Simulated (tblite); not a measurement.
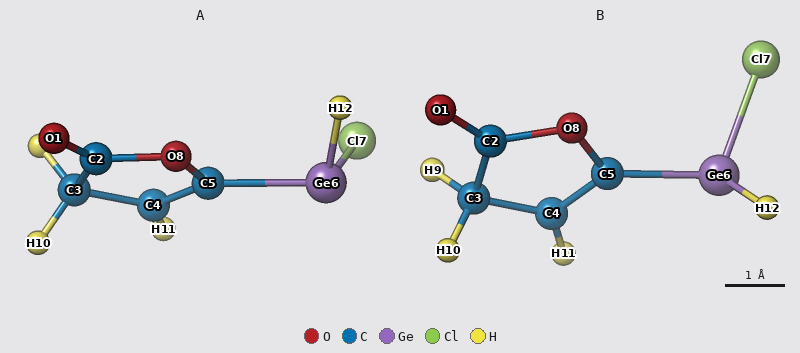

Two geometries of C₄H₄ClGeO₂ (multiplicity 2), drawn at one scale. One is the start of a relaxation, the other its converged end. A ball-and-stick model, seen from a free direction.

All numbers below come from tblite 0.8.0, GFN2-xTB geometry optimisation, gas phase. 

### Which one is relaxed?

Structure A is the relaxed one. The atom that moves furthest after the best rigid fit is H12 (1.78 Å). Largest moves by element: H 1.78 Å, Cl 1.59 Å, O 0.62 Å, Ge 0.59 Å, C 0.38 Å. Some distances before and after: O1–C2 1.272 → 1.194 Å, C5–Ge6 1.932 → 2.004 Å, C2–C3 1.470 → 1.519 Å, C2–O8 1.401 → 1.360 Å. Among the angles between lasting bonds that change: Ge6–C5–O8 124.7° → 110.6°, C5–Ge6–H12 111.9° → 100.5°, C4–C5–Ge6 126.3° → 137.1°. Groups turn about C5–Ge6 by about 85°. After 113 geometry steps the energy has fallen by 71.2 kJ/mol. Cost: 0.67 s on 1 thread of Arm Neoverse V2 (shared host).
